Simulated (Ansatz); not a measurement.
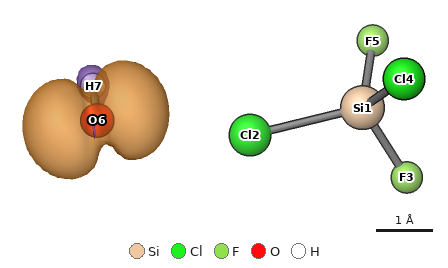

Figure. Cl2F2Si···OH (doublet). Isosurfaces of the spin density at +0.02 (orange) and −0.02 e/Å³ (purple), seen from one side.

Not at a stationary point (largest force 1.3 eV/Å).

The calculation used Ansatz 0.2.0, UKS PBE0/def2-SVP.

```yaml
atoms:
  - { symbol: Si, position_ang: [0.0201, 0.0469, -0.0560] }
  - { symbol: Cl, position_ang: [0.3307, 0.0626, 2.0094] }
  - { symbol: F, position_ang: [1.4401, -0.0024, -0.7829] }
  - { symbol: Cl, position_ang: [-1.0045, 1.6700, -0.6745] }
  - { symbol: F, position_ang: [-0.7810, -1.2760, -0.4516] }
  - { symbol: O, position_ang: [-0.2096, 0.0233, 4.7497] }
  - { symbol: H, position_ang: [-0.5628, -0.8847, 4.6947] }
```

Question: Which atoms carry the spin?

Answer: The unpaired spin (1 electron) lies mostly on O6 (about 0.9), in electrons by Hirshfeld's partition.
